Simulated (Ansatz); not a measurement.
**Zn$_{12}$H$_{2}$O: nudged elastic band (part 1 of 2)**

Zn$_{12}$H$_{2}$O (slab, 15 atoms in the cell), computed with DFT PBE-D3(BJ), scalar-relativistic, plane waves, PAW, no spin polarisation (Ansatz 0.2.0).

One setting was made poor on purpose. The input holds or restrains some coordinates. It belongs to a series of runs on one base structure; here: band between the two ends. Figures and captions count atoms from 1; the log counts them from 0 in places.

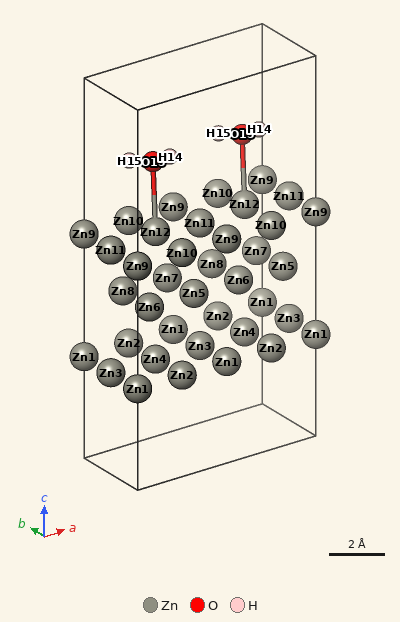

Figure 1. The starting structure (ball-and-stick view of the 2 × 1 repeat of the cell, with the vacuum cut short, seen slightly off an axis; atoms are numbered from 1 in the order of the input).

The input
```yaml
crystal:
  lattice:
    - [5.32, 0.0, 0.0]
    - [2.66, 4.607255, 0.0]
    - [0.0, 0.0, 17.93696]
  atoms:
    - { symbol: Zn, position: [0.0, 0.0, 0.0557508] }
    - { symbol: Zn, position: [0.5, 0.0, 0.0557508] }
    - { symbol: Zn, position: [0.0, 0.5, 0.0557508] }
    - { symbol: Zn, position: [0.5, 0.5, 0.0557508] }
    - { symbol: Zn, position: [-0.167763, 0.33386506, 0.18720436] }
    - { symbol: Zn, position: [0.33346977, 0.33380963, 0.18700079] }
    - { symbol: Zn, position: [-0.16675306, 0.833546, 0.18612863] }
    - { symbol: Zn, position: [0.33400305, 0.83207013, 0.18736902] }
    - { symbol: Zn, position: [-0.00026125, 0.00027687, 0.31573103] }
    - { symbol: Zn, position: [0.5000013, 0.00026551, 0.31549167] }
    - { symbol: Zn, position: [0.00023603, 0.5001627, 0.31555722] }
    - { symbol: Zn, position: [0.49979588, 0.49758563, 0.32623632] }
    - { symbol: O, position: [0.50143995, 0.54938152, 0.47099586] }
    - { symbol: H, position: [0.68714845, 0.54400491, 0.47136717] }
    - { symbol: H, position: [0.36027347, 0.75594659, 0.46741724] }
basis:
  ecutwfc: 420.0
kpoints:
  mp_grid: { grid: [5, 5, 1] }
hamiltonian:
  xc: pbe
  dispersion: d3bj
scf:
  occupations: { method: gaussian, width: 0.05 }
  lower_state_search: "off"
  max_iter: 67
neb:
  images: 2
  f_tol: 0.05
  max_iterations: 50
  order_check: false
  constraints: [{ sites: [0, 1, 2, 3] }]
  final_atoms:
    - { symbol: Zn, position: [0.0, 0.0, 0.05575081] }
    - { symbol: Zn, position: [0.5, 0.0, 0.05575081] }
    - { symbol: Zn, position: [-1.0e-08, 0.50000002, 0.05575081] }
    - { symbol: Zn, position: [0.49999999, 0.50000002, 0.05575081] }
    - { symbol: Zn, position: [-0.17114931, 0.33646963, 0.18391631] }
    - { symbol: Zn, position: [0.33790297, 0.33084123, 0.18803694] }
    - { symbol: Zn, position: [-0.17077018, 0.83411764, 0.18422968] }
    - { symbol: Zn, position: [0.33823315, 0.83041811, 0.19587868] }
    - { symbol: Zn, position: [-0.01783956, 0.00863674, 0.3075125] }
    - { symbol: Zn, position: [0.51436408, -0.0087806, 0.33741499] }
    - { symbol: Zn, position: [-0.00354145, 0.50211645, 0.30955438] }
    - { symbol: Zn, position: [0.52148411, 0.48786909, 0.34142546] }
    - { symbol: O, position: [0.49508433, 0.75617299, 0.4251966] }
    - { symbol: H, position: [0.29187399, 0.35509659, 0.3753027] }
    - { symbol: H, position: [0.30676478, 0.85014104, 0.45011956] }
```

Hardware: 4 threads of AMD EPYC (Zen 5), 16 GiB of memory available, shared host.

Launch command:
```bash
ansatz run input.yaml --threads 4 --pin off --max-ram 10240MiB --backend cpu --events-out ev --progress --plain --runs-dir out
```

What the program printed
```
Warning: neb: disabling space-group detection — the band's intermediate images generally break the endpoint symmetry, so no spatial operation reduces the k-mesh or symmetrises the density, except that a semilocal band can use its path's symmetry ahead of convergence; time reversal is kept, so that k and −k are solved as one point where they differ and the mesh holds both, and exact exchange and, on two spinor components, a DFT+U term hold to it where the run has them: on two components no moment then forms, and a state that bears one, which a typed moment (crystal.atoms[].spin; refused beside efield: under a hybrid functional) reaches, can lie lower, under hf by electronvolts; crystal.symmetry.detect: false (a key that needs symmetry detection or time reversal refuses this as the deck is read) with time_reversal: false beside it drops time reversal too
Engine: ansatz 0.2.0, x86_64-unknown-linux-gnu
Pseudopotentials: kind: paw
Pseudopotential: Zn, paw, valence charge 12, recommended cutoff 420 eV (normal), Zn.paw.azcp
Pseudopotential: O, paw, valence charge 6, recommended cutoff 420 eV (normal), O.paw.azcp
Pseudopotential: H, paw, valence charge 1, recommended cutoff 420 eV (normal), H.paw.azcp
Functional definition: PBE
  parameter kappa = 0.804
  parameter beta = 0.06672455060314922
  exchange = pbe_x(kappa = kappa, mu = beta*pi^2/3)
  correlation = pbe_c(beta = beta)
parallel-image band execution: 2 concurrent image workers
NEB image 0
Crystal: 15 atoms, lattice volume = 439.646 Å³
Basis set: ecut = 420 eV, 8561 PW (Γ), exchange–correlation on 72×72×240 points (8 copies of the dense FFT grid, shifted against one another)
Bands: 92, of which v1, the nominal top of the filled ones, is band 76 counted from 1 (75 counted from 0)
Symmetry: 1 space group operations
k-points: 13 of 25 (time reversal used)
Non-local potential: Zn, projectors of the file, l = 0: 2, l = 1: 2, l = 2: 3, l = 3: 1
Non-local potential: O, projectors of the file, l = 0: 2, l = 1: 2, l = 2: 1
Non-local potential: H, projectors of the file, l = 0: 2, l = 1: 1
PAW form: soft (Blöchl's): semilocal exchange-correlation on the pseudo side does not see the compensation charge
PAW one-centre angular grid: Zn, 590 points (default); XC on 64 Gauss nodes
PAW one-centre angular grid: O, 110 points (default); XC on 64 Gauss nodes
PAW one-centre angular grid: H, 110 points (default); XC on 64 Gauss nodes
Initial density: superposition of atomic densities (neutral atoms: chi_scale 0, normalization atom), corrected by the library's trained network
Initial wavefunctions: pseudopotential atomic-orbital guess
Functional: x = pbe(κ = 0.804, μ = 0.2195149727645171), c = pbe(β = 0.06672455060314922)
SCF iter   1: F=—  HF=-40430.281254 eV  |F-HF|=—  |Δ(HF+E_count)|=         —  Δρ=1.92e-3  dr2=1.47e-1  ethr=1.77e-3  ⟨swp⟩=10.8  Hψ=6825  notcnv=0  defer=69
preconditioner: auto → LDOS  [insulator: Δε(μ)=0.062 eV  Ē_g=10.343 eV  σ=0.050 eV  W_gap=0.58  n_scr=78 (ndim 8)  ℏωp=21.8 eV  f_vac=0.496  D(μ)=7.32/eV (n_scr^D=50)  ε∞_Penn≈5.5  β→1.0]
SCF iter   2: F=—  HF=-40430.283815 eV  |F-HF|=—  |Δ(HF+E_count)|=   2.56e-3  Δρ=2.09e-3  dr2=4.39e-2  ethr=9.69e-5  ⟨swp⟩=2.3  Hψ=2457  notcnv=0  defer=107
SCF iter   3: F=—  HF=-40430.281001 eV  |F-HF|=—  |Δ(HF+E_count)|=   2.81e-3  Δρ=1.55e-3  dr2=2.63e-2  ethr=2.89e-5  ⟨swp⟩=2.0  Hψ=2178  notcnv=0  defer=107
SCF iter   4: F=—  HF=-40430.278163 eV  |F-HF|=—  |Δ(HF+E_count)|=   2.84e-3  Δρ=6.25e-4  dr2=1.40e-2  ethr=1.73e-5  ⟨swp⟩=2.0  Hψ=1878  notcnv=0  defer=107
SCF iter   5: F=—  HF=-40430.276768 eV  |F-HF|=—  |Δ(HF+E_count)|=   1.39e-3  Δρ=2.58e-4  dr2=2.72e-3  ethr=9.22e-6  ⟨swp⟩=2.1  Hψ=1283  notcnv=0  defer=107
SCF iter   6: F=—  HF=-40430.276757 eV  |F-HF|=—  |Δ(HF+E_count)|=   1.16e-5  Δρ=1.91e-4  dr2=3.67e-4  ethr=1.79e-6  ⟨swp⟩=2.0  Hψ=2046  notcnv=0  defer=107
SCF iter   7: F=—  HF=-40430.276742 eV  |F-HF|=—  |Δ(HF+E_count)|=   1.49e-5  Δρ=8.84e-5  dr2=9.13e-5  ethr=2.42e-7  ⟨swp⟩=2.0  Hψ=2065  notcnv=0  defer=107
SCF iter   8: F=—  HF=-40430.276812 eV  |F-HF|=—  |Δ(HF+E_count)|=   7.05e-5  Δρ=5.84e-5  dr2=2.18e-5  ethr=6.01e-8  ⟨swp⟩=2.0  Hψ=2051  notcnv=0  defer=107
SCF iter   9: F=—  HF=-40430.276816 eV  |F-HF|=—  |Δ(HF+E_count)|=   3.60e-6  Δρ=2.16e-5  dr2=5.01e-6  ethr=1.43e-8  ⟨swp⟩=2.0  Hψ=2116  notcnv=0  defer=107
SCF iter  10: F=—  HF=-40430.276817 eV  |F-HF|=—  |Δ(HF+E_count)|=   7.36e-7  Δρ=8.40e-6  dr2=6.83e-7  ethr=3.29e-9  ⟨swp⟩=2.0  Hψ=2074  notcnv=0  defer=107
SCF iter  11: F=—  HF=-40430.276817 eV  |F-HF|=—  |Δ(HF+E_count)|=   2.09e-7  Δρ=6.71e-6  dr2=2.91e-7  ethr=4.49e-10  ⟨swp⟩=2.0  Hψ=2032  notcnv=0  defer=107
SCF iter  12: F=-40430.276817 eV  HF=-40430.276817 eV  |F-HF|=2.19e-8  |Δ(HF+E_count)|=   2.52e-8  Δρ=3.55e-6  dr2=5.94e-8  ethr=6.58e-11  ⟨swp⟩=4.0  Hψ=5814  notcnv=0
SCF 1 converged in 12 iterations: F = -40430.276817 eV  dr2 = 5.94e-8
  greatest PAW one-centre occupation: 0.984 electrons in one spin orbital (limit 2), on the Zn atom at site 11 (counted from 0), in its partial waves of l = 2
NSCF: frozen V_eff on 13 k-points
NEB image 3
SCF iter   1: F=—  HF=-40429.416151 eV  |F-HF|=—  |Δ(HF+E_count)|=         —  Δρ=2.23e-3  dr2=1.72e-1  ethr=1.77e-3  ⟨swp⟩=11.3  Hψ=6641  notcnv=0  defer=62
preconditioner: auto → LDOS  [insulator: Δε(μ)=0.093 eV  Ē_g=10.423 eV  σ=0.050 eV  W_gap=0.58  n_scr=78 (ndim 8)  ℏωp=21.8 eV  f_vac=0.507  D(μ)=2.77/eV (n_scr^D=6)  ε∞_Penn≈5.4  β→1.0]
SCF iter   2: F=—  HF=-40429.425715 eV  |F-HF|=—  |Δ(HF+E_count)|=   9.56e-3  Δρ=2.37e-3  dr2=3.22e-2  ethr=1.13e-4  ⟨swp⟩=2.0  Hψ=2438  notcnv=0  defer=122
SCF iter   3: F=—  HF=-40429.420983 eV  |F-HF|=—  |Δ(HF+E_count)|=   4.73e-3  Δρ=1.60e-3  dr2=7.02e-3  ethr=2.12e-5  ⟨swp⟩=2.0  Hψ=2135  notcnv=0  defer=122
SCF iter   4: F=—  HF=-40429.417912 eV  |F-HF|=—  |Δ(HF+E_count)|=   3.07e-3  Δρ=2.28e-4  dr2=6.71e-4  ethr=4.62e-6  ⟨swp⟩=2.0  Hψ=2038  notcnv=0  defer=122
SCF iter   5: F=—  HF=-40429.417922 eV  |F-HF|=—  |Δ(HF+E_count)|=   1.01e-5  Δρ=1.01e-4  dr2=6.47e-5  ethr=4.42e-7  ⟨swp⟩=2.2  Hψ=2154  notcnv=0  defer=122
SCF iter   6: F=—  HF=-40429.418041 eV  |F-HF|=—  |Δ(HF+E_count)|=   1.19e-4  Δρ=4.79e-5  dr2=7.83e-6  ethr=4.25e-8  ⟨swp⟩=2.0  Hψ=2029  notcnv=0  defer=122
SCF iter   7: F=—  HF=-40429.418047 eV  |F-HF|=—  |Δ(HF+E_count)|=   6.39e-6  Δρ=1.95e-5  dr2=1.33e-6  ethr=5.15e-9  ⟨swp⟩=2.0  Hψ=2054  notcnv=0  defer=122
SCF iter   8: F=—  HF=-40429.418050 eV  |F-HF|=—  |Δ(HF+E_count)|=   2.84e-6  Δρ=5.92e-6  dr2=1.73e-7  ethr=8.77e-10  ⟨swp⟩=2.0  Hψ=2019  notcnv=0  defer=122
SCF iter   9: F=-40429.418051 eV  HF=-40429.418051 eV  |F-HF|=4.22e-8  |Δ(HF+E_count)|=   8.21e-7  Δρ=2.20e-6  dr2=1.82e-8  ethr=6.58e-11  ⟨swp⟩=5.1  Hψ=5164  notcnv=0
SCF 2 converged in 9 iterations: F = -40429.418051 eV  dr2 = 1.82e-8
  greatest PAW one-centre occupation: 0.985 electrons in one spin orbital (limit 2), on the Zn atom at site 11 (counted from 0), in its partial waves of l = 2
NSCF: frozen V_eff on 13 k-points
NEB end point (image 0): max|allowed force component| = 2.492e-2 eV/Å (the criterion of neb.relax_end_points is 1.000e-2)
[...]
NEB end point (image 3): max|allowed force component| = 2.595e-2 eV/Å (the criterion of neb.relax_end_points is 1.000e-2)
NEB image 1
preconditioner: auto → LDOS  [metal: Δε(μ)=0.035 eV  Ē_g=10.439 eV  σ=0.050 eV  W_gap=0.37  n_scr=78 (ndim 8)  ℏωp=21.8 eV  f_vac=0.503  D(μ)=6.78/eV (n_scr^D=38)  β→1.0]
NEB image 2
preconditioner: auto → LDOS  [insulator: Δε(μ)=0.112 eV  Ē_g=10.376 eV  σ=0.050 eV  W_gap=0.70  n_scr=78 (ndim 8)  ℏωp=21.8 eV  f_vac=0.503  D(μ)=3.26/eV (n_scr^D=6)  ε∞_Penn≈5.4  β→1.0]
  greatest PAW one-centre occupation: 0.985 electrons in one spin orbital (limit 2), on the Zn atom at site 9 (counted from 0), in its partial waves of l = 2
NEB iter   1: max|band force component| = 2.706e1 eV/Å  barrier→ = 4.8438 eV  barrier← = 3.9850 eV  Δτ_max = 0.1951 Å  (42 SCF iters)
NEB image 1
Initial density: handed on by an earlier stage of this run
Initial wavefunctions: those handed on with the density
preconditioner: auto → LDOS  [metal: Δε(μ)=0.010 eV  Ē_g=10.325 eV  σ=0.050 eV  W_gap=0.12  n_scr=78 (ndim 8)  ℏωp=21.8 eV  f_vac=0.497  D(μ)=9.95/eV (n_scr^D=64)  β→1.0]
NEB image 2
preconditioner: auto → LDOS  [insulator: Δε(μ)=0.170 eV  Ē_g=10.335 eV  σ=0.050 eV  W_gap=0.66  n_scr=78 (ndim 8)  ℏωp=21.8 eV  f_vac=0.502  D(μ)=2.88/eV (n_scr^D=6)  ε∞_Penn≈5.5  β→1.0]
NEB iter   2: max|band force component| = 3.299e0 eV/Å  barrier→ = 2.1252 eV  barrier← = 1.2665 eV  Δτ_max = 0.2000 Å  (22 SCF iters)
[... from here on the SCF iterations and repeated set-up lines of each step are left out, up to the last step ...]
NEB image 1
NEB image 2
NEB iter   3: max|band force component| = 2.425e0 eV/Å  barrier→ = 1.7307 eV  barrier← = 0.8720 eV  Δτ_max = 0.2000 Å  (20 SCF iters)
NEB image 1
NEB image 2
NEB iter   4: max|band force component| = 1.590e0 eV/Å  barrier→ = 1.3966 eV  barrier← = 0.5379 eV  Δτ_max = 0.2000 Å  (18 SCF iters)
NEB image 1
NEB image 2
NEB iter   5: max|band force component| = 1.826e0 eV/Å  barrier→ = 1.4298 eV  barrier← = 0.5711 eV  Δτ_max = 0.1007 Å  (21 SCF iters)
NEB image 1
NEB image 2
NEB iter   6: max|band force component| = 1.047e0 eV/Å  barrier→ = 1.2472 eV  barrier← = 0.3884 eV  Δτ_max = 0.1009 Å  (19 SCF iters)
NEB image 1
NEB image 2
NEB iter   7: max|band force component| = 6.057e-1 eV/Å  barrier→ = 1.2078 eV  barrier← = 0.3490 eV  Δτ_max = 0.1024 Å  (17 SCF iters)
NEB image 1
NEB image 2
NEB iter   8: max|band force component| = 1.875e-1 eV/Å  barrier→ = 1.1701 eV  barrier← = 0.3114 eV  CI = image 2  Δτ_max = 0.1925 Å  (17 SCF iters)
NEB image 1
NEB image 2
NEB iter   9: max|band force component| = 1.829e-1 eV/Å  barrier→ = 1.1530 eV  barrier← = 0.2942 eV  CI = image 2  Δτ_max = 0.1999 Å  (18 SCF iters)
NEB image 1
NEB image 2
NEB iter  10: max|band force component| = 1.281e-1 eV/Å  barrier→ = 1.1523 eV  barrier← = 0.2935 eV  CI = image 2  Δτ_max = 0.2000 Å  (19 SCF iters)
NEB image 1
NEB image 2
NEB iter  11: max|band force component| = 2.434e-1 eV/Å  barrier→ = 1.1342 eV  barrier← = 0.2755 eV  CI = image 2  Δτ_max = 0.1003 Å  (18 SCF iters)
NEB image 1
NEB image 2
NEB iter  12: max|band force component| = 4.838e-1 eV/Å  barrier→ = 1.1300 eV  barrier← = 0.2712 eV  CI = image 2  Δτ_max = 0.0494 Å  (18 SCF iters)
NEB image 1
NEB image 2
NEB iter  13: max|band force component| = 4.123e-1 eV/Å  barrier→ = 1.1293 eV  barrier← = 0.2705 eV  CI = image 2  Δτ_max = 0.0984 Å  (14 SCF iters)
NEB image 1
NEB image 2
NEB iter  14: max|band force component| = 1.773e-1 eV/Å  barrier→ = 1.1157 eV  barrier← = 0.2570 eV  CI = image 2  Δτ_max = 0.0452 Å  (18 SCF iters)
NEB image 1
NEB image 2
NEB iter  15: max|band force component| = 9.673e-2 eV/Å  barrier→ = 1.1093 eV  barrier← = 0.2506 eV  CI = image 2  Δτ_max = 0.0388 Å  (15 SCF iters)
NEB image 1
NEB image 2
NEB iter  16: max|band force component| = 4.477e-2 eV/Å  barrier→ = 1.1062 eV  barrier← = 0.2474 eV  CI = image 2  Δτ_max = 0.0289 Å  (16 SCF iters)
NEB image 2
preconditioner: auto → LDOS  [insulator: Δε(μ)=0.106 eV  Ē_g=10.382 eV  σ=0.050 eV  W_gap=0.51  n_scr=78 (ndim 8)  ℏωp=21.8 eV  f_vac=0.504  D(μ)=2.02/eV (n_scr^D=4)  ε∞_Penn≈5.4  β→1.0]
NEB image 1
NSCF: frozen V_eff on 13 k-points
NEB image 2
NSCF: frozen V_eff on 13 k-points
the band table was solved once a step of the walk had ended and its energy, with any forces and stress, was formed, with the checks that follow a solve (6605 applications of the Hamiltonian). They found nothing against the state; the energy, forces and stress were not computed again (output.eigenvalues in the input reference)
NEB iter  17: max|band force component| = 3.239e-2 eV/Å  barrier→ = 1.1048 eV  barrier← = 0.2461 eV  CI = image 2  Δτ_max = 0.0000 Å  (6 SCF iters)
```

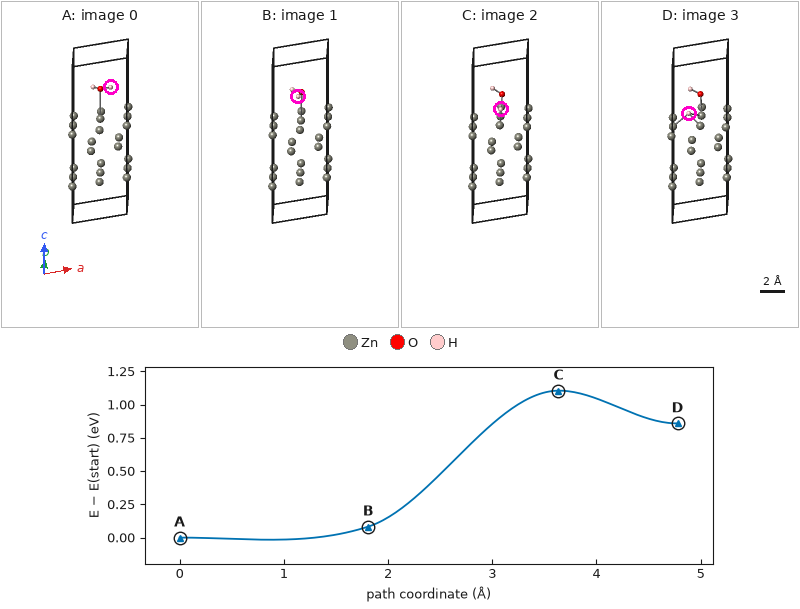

Figure 2. Images of the last band (counted from 0; ball-and-stick, simulation cell, with the vacuum cut short, seen at an oblique angle), with the moving atom and its periodic copies ringed, above the energy along the path; the line is a cubic interpolation that uses the forces. The highest image is number 2, 1.105 eV above the start and 0.246 eV above the end (the climbing image); the end lies 0.859 eV above the start. The path is 4.78 Å long, and H14 moves most (3.24 Å). The band converged in 17 iterations. The end points carry forces over 0.1 eV/Å, so they aren't fully relaxed minima and the barriers are approximate.

```
Free energy (F): -40429.171979 eV
Harris-Foulkes:  -40429.171979 eV  (|F-HF|=3.18e-8)
Internal energy: -40429.169449 eV  (E = F + TS)
E sigma→0 (E₀):  -40429.170714 eV
Entropy (-TS):   -0.002530 eV (-0.169 meV/atom)
Fermi energy:    2.366001 eV
--- Per-component energies (eV) ---
  E_band       = -703.176325
  E_kinetic    = 1772.363708
  E_local      = -105675.911645  (includes V_loc(G=0)·N_el)
  E_nonlocal   = 7379.266927
  E_hartree    = 50652.336083
  E_xc         = -1741.571042
  E_vxc        = -744.868847  (∫ρ·V_xc dr)
  E_paw        = -22057.269171  (= ΣΔE_a)
  E_vpaw       = -4738.694018  (= ΣTr[D̂ρ^β])
  E_aug_tail   = -0.004359  (compensation charges beyond the density's cutoff)
  E_ewald      = 29245.376076
[...]
  E_disp       = -3.756026  (pairwise vdW)
  E_smearing   = -0.002530  (= −TS)
  E_closure    = 0.000000  (closes the sum)
  Σ components = -40429.171979   (vs F -40429.171979, Δ=0.00e0)
```
